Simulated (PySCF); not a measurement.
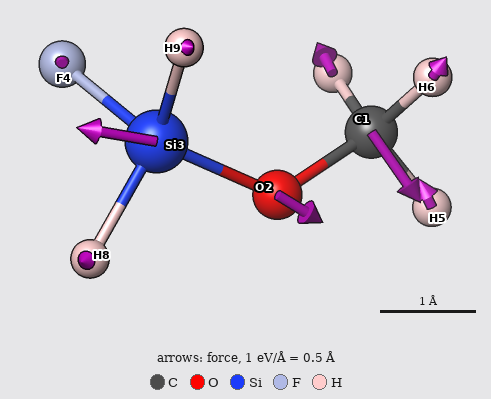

Starting geometry of CH$_{5}$FOSi with the computed forces as purple arrows. Style: ball-and-stick. Shown at a tilt.

The start comes from GFN2-xTB. Its atoms were then displaced at random by about 0.01 Å.

Theory: PySCF 2.14.0, density-fitted response routines, PBE0-D3(BJ)/def2-SVP geometry optimisation, gas phase. 

What follows when this structure is relaxed?

It isn't relaxed: the largest force vector, on the C atom, is 1.84 eV/Å. The final displacements have little in common with the starting forces (cosine between the two patterns 0.13). An H atom moves most after the best rigid fit: 0.27 Å. By element the largest moves are H 0.27 Å, O 0.22 Å, F 0.10 Å, Si 0.05 Å, C 0.02 Å. Some distances before and after: O–Si 1.592 → 1.643 Å, C–H 1.075 → 1.103 Å, C–H 1.123 → 1.100 Å, C–O 1.385 → 1.403 Å. Among the angles between lasting bonds that change: O–Si–H 102.0° → 107.0°, C–O–Si 130.7° → 125.9°, O–Si–H 115.3° → 110.7°. Groups turn about C–O by about 25°. Over 11 geometry steps the energy falls by 0.141 eV. The run took 25 s on 1 thread of Arm Neoverse V2, on a shared host.
